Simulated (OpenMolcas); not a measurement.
# CuF: geometry relaxation (part 2 of 4)

CuF, SMILES [F][Cu]; B3LYP/6-31G*, RKS (OpenMolcas 26.06). The geometry comes from this level: PBE0-D4/def2-TZVP.

Geometry of the input (Å):
```
F  0.7510  -0.2689  0.3771
Cu -0.7510  0.2689  -0.3771
```

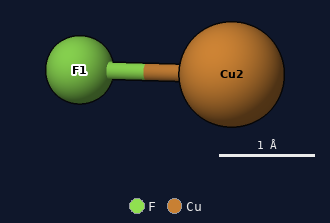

Fig. 1: The input geometry (ball-and-stick view, seen at a tilt; atoms are numbered from 1 in the order of the input). Sticks mark near contacts.

What the program printed, continued
```
**********************************************************************************************************************
*                                    Energy Statistics for Geometry Optimization                                     *
**********************************************************************************************************************
                       Energy     Grad      Grad              Step                 Estimated   Geom       Hessian
Iter      Energy       Change     Norm      Max    Element    Max     Element     Final Energy Update Update   Index
  1  -1740.06111983  0.00000000 0.067836 -0.047967 nrc001  -0.158870  nrc001    -1740.06493011 RS-RFO  None      0

       +----------------------------------+----------------------------------+
       +    Cartesian Displacements       +    Gradient in internals         +
       +  Value      Threshold Converged? +  Value      Threshold Converged? +
 +-----+----------------------------------+----------------------------------+
 + RMS + 7.9435E-02  1.2000E-03     No    + 6.7836E-02  3.0000E-04     No    +
 +-----+----------------------------------+----------------------------------+
 + Max + 7.9435E-02  1.8000E-03     No    + 4.7967E-02  4.5000E-04     No    +
 +-----+----------------------------------+----------------------------------+

 Convergence not reached yet!

*****************************************************************************************************************
*****************************************************************************************************************

++ Geometry section

********************************************************************************
  Geometrical information of the new structure
********************************************************************************

 *********************************************************
 * Nuclear coordinates for the next iteration / bohr     *
 *********************************************************
  ATOM              X               Y               Z
  F1               1.351592       -0.484011        0.678631
  CU2             -1.351592        0.484011       -0.678631

 *********************************************************
 * Nuclear coordinates for the next iteration / angstrom *
 *********************************************************
  ATOM              X               Y               Z
  F1               0.715232       -0.256128        0.359116
  CU2             -0.715232        0.256128       -0.359116

                    ***************************************
                    *    InterNuclear Distances / bohr    *
                    ***************************************

               1 F1            2 CU2
    1 F1       0.000000
    2 CU2      3.175914        0.000000

                    *******************************************
                    *    InterNuclear Distances / angstrom    *
                    *******************************************

               1 F1            2 CU2
    1 F1       0.000000
    2 CU2      1.680621        0.000000
--
--- Stop Module: slapaf /rc=_RC_CONTINUE_LOOP_ ---

>>> END DO

--- Start Module: seward ---
--- Stop Module: seward /rc=_RC_ALL_IS_WELL_ ---

--- Start Module: scf ---
--- Stop Module: scf /rc=_RC_ALL_IS_WELL_ ---
--- Module scf spent 1 second ---

--- Start Module: slapaf ---
--- Stop Module: slapaf /rc=_RC_INVOKED_OTHER_MODULE_ ---

--- Start Module: alaska ---
 Rotational correction to the DFT gradient is turned off due to close-to-degeneracy problems!
--- Stop Module: alaska /rc=_RC_ALL_IS_WELL_ ---

--- Start Module: slapaf ---

**********************************************************************************************************************
*                                    Energy Statistics for Geometry Optimization                                     *
**********************************************************************************************************************
                       Energy     Grad      Grad              Step                 Estimated   Geom       Hessian
Iter      Energy       Change     Norm      Max    Element    Max     Element     Final Energy Update Update   Index
  1  -1740.06111983  0.00000000 0.067836 -0.047967 nrc001  -0.158870  nrc001    -1740.06493011 RS-RFO  None      0
  2  -1740.06593043 -0.00481060 0.013144 -0.009294 nrc001  -0.029301  nrc001    -1740.06606824 RS-RFO  BFGS      0

       +----------------------------------+----------------------------------+
       +    Cartesian Displacements       +    Gradient in internals         +
       +  Value      Threshold Converged? +  Value      Threshold Converged? +
 +-----+----------------------------------+----------------------------------+
 + RMS + 1.4651E-02  1.2000E-03     No    + 1.3144E-02  3.0000E-04     No    +
 +-----+----------------------------------+----------------------------------+
 + Max + 1.4651E-02  1.8000E-03     No    + 9.2944E-03  4.5000E-04     No    +
 +-----+----------------------------------+----------------------------------+

 Convergence not reached yet!

*****************************************************************************************************************
*****************************************************************************************************************

++ Geometry section

********************************************************************************
  Geometrical information of the new structure
********************************************************************************

 *********************************************************
 * Nuclear coordinates for the next iteration / bohr     *
 *********************************************************
  ATOM              X               Y               Z
  F1               1.339122       -0.479546        0.672369
  CU2             -1.339122        0.479546       -0.672369

 *********************************************************
 * Nuclear coordinates for the next iteration / angstrom *
 *********************************************************
  ATOM              X               Y               Z
  F1               0.708633       -0.253765        0.355803
  CU2             -0.708633        0.253765       -0.355803

--
--- Stop Module: slapaf /rc=_RC_CONTINUE_LOOP_ ---

>>> END DO

--- Start Module: seward ---
--- Stop Module: seward /rc=_RC_ALL_IS_WELL_ ---

--- Start Module: scf ---
--- Stop Module: scf /rc=_RC_ALL_IS_WELL_ ---
--- Module scf spent 1 second ---

--- Start Module: slapaf ---
--- Stop Module: slapaf /rc=_RC_INVOKED_OTHER_MODULE_ ---

--- Start Module: alaska ---
 Rotational correction to the DFT gradient is turned off due to close-to-degeneracy problems!
--- Stop Module: alaska /rc=_RC_ALL_IS_WELL_ ---

--- Start Module: slapaf ---

**********************************************************************************************************************
*                                    Energy Statistics for Geometry Optimization                                     *
**********************************************************************************************************************
                       Energy     Grad      Grad              Step                 Estimated   Geom       Hessian
Iter      Energy       Change     Norm      Max    Element    Max     Element     Final Energy Update Update   Index
  1  -1740.06111983  0.00000000 0.067836 -0.047967 nrc001  -0.158870  nrc001    -1740.06493011 RS-RFO  None      0
  2  -1740.06593043 -0.00481060 0.013144 -0.009294 nrc001  -0.029301  nrc001    -1740.06606824 RS-RFO  BFGS      0
  3  -1740.06606627 -0.00013584 0.000226  0.000159 nrc001   0.000474  nrc001    -1740.06606631 RS-RFO  BFGS      0

       +----------------------------------+----------------------------------+
       +    Cartesian Displacements       +    Gradient in internals         +
       +  Value      Threshold Converged? +  Value      Threshold Converged? +
 +-----+----------------------------------+----------------------------------+
 + RMS + 2.3699E-04  1.2000E-03     Yes   + 2.2553E-04  3.0000E-04     Yes   +
 +-----+----------------------------------+----------------------------------+
 + Max + 2.3699E-04  1.8000E-03     Yes   + 1.5947E-04  4.5000E-04     Yes   +
 +-----+----------------------------------+----------------------------------+

 Geometry is converged in   3 iterations to a Minimum Structure

*****************************************************************************************************************
*****************************************************************************************************************

++ Geometry section

********************************************************************************
  Geometrical information of the final structure
********************************************************************************

  NOTE: on convergence the final predicted structure will be printed here.
  This is not identical to the structure printed in the head of the output.

 *********************************************************
 * Nuclear coordinates of the final structure / bohr     *
 *********************************************************
  ATOM              X               Y               Z
  F1               1.339324       -0.479618        0.672471
  CU2             -1.339324        0.479618       -0.672471

 *********************************************************
 * Nuclear coordinates of the final structure / angstrom *
 *********************************************************
  ATOM              X               Y               Z
  F1               0.708740       -0.253803        0.355856
  CU2             -0.708740        0.253803       -0.355856

                    ***************************************
                    *    InterNuclear Distances / bohr    *
                    ***************************************

               1 F1            2 CU2
    1 F1       0.000000
    2 CU2      3.147086        0.000000

                    *******************************************
                    *    InterNuclear Distances / angstrom    *
                    *******************************************

               1 F1            2 CU2
    1 F1       0.000000
    2 CU2      1.665366        0.000000
--
--- Stop Module: slapaf /rc=_RC_INVOKED_OTHER_MODULE_ ---

--- Start Module: last_energy ---

                                            &LAST_ENERGY

                       available to each process: 1.9 GB of memory, 1 thread

    Geometry read from RUNFILE

               SEWARD will generate:
                  Multipole Moment integrals up to order  2
                  Kinetic Energy integrals
                  Nuclear Attraction integrals (point charge)
                  One-Electron Hamiltonian integrals
                  Velocity integrals
                  Orbital angular momentum around ( -0.7610   0.2725  -0.3821 )
                  Velocity quadrupole around ( -0.7182   0.2572  -0.3606 )
                  Two-Electron Repulsion integrals

                   Integrals are discarded if absolute value <: 1.00E-14
                   Integral cutoff threshold is set to       <: 1.00E-16

            Nuclear Potential Energy             82.93385022 au

      Basis set specifications :
      Symmetry species         a
      Basis functions           51

 ###############################################################################
 ###     Minimized-density-differences option turned off!                    ###
 ###############################################################################
++    Input section:
      --------------

      Header of the integral files:

      Cartesian coordinates in angstrom:
      -----------------------------------------------------
      No.  Label        X            Y            Z
      -----------------------------------------------------
       1   F1         0.70873964  -0.25380280   0.35585617
       2   CU2       -0.70873964   0.25380280  -0.35585617
      -----------------------------------------------------
      Nuclear repulsion energy =   82.93385022
--

++    Orbital specifications:
      -----------------------

      Symmetry species               1
                                     a
      Frozen orbitals                0
      Occupied orbitals             19
      Secondary orbitals            32
      Deleted orbitals               0
      Total number of orbitals      51
      Number of basis functions     51
--

      Molecular charge                           0.000

      Numerical integration parameters
      --------------------------------
      Radial quadrature type:                         MHL
      Size of radial grid:                            75
      Lebedev angular grid:                           29
      Angular grid pruned with the crowding factor:  3.00E+00
                                 and fading factor:  6.00E+00
      Screening threshold for integral computation:   1.00E-11
      Radial quadrature accuracy:                     1.00E-25
      Maximum batch size:                             128
      AO values are stored on disk
      The same grid will be used for all iterations.

      DFT functional specifications
      -----------------------------
      Using Libxc version: 6.2.2
      Please cite the following reference:
      S. Lehtola, C. Steigemann, M. J.T. Oliveira, and M. A.L. Marques.,  SoftwareX 7, 1–5 (2018) doi:10.1016/j.softx.2017.11.002

      * B3LYP
```
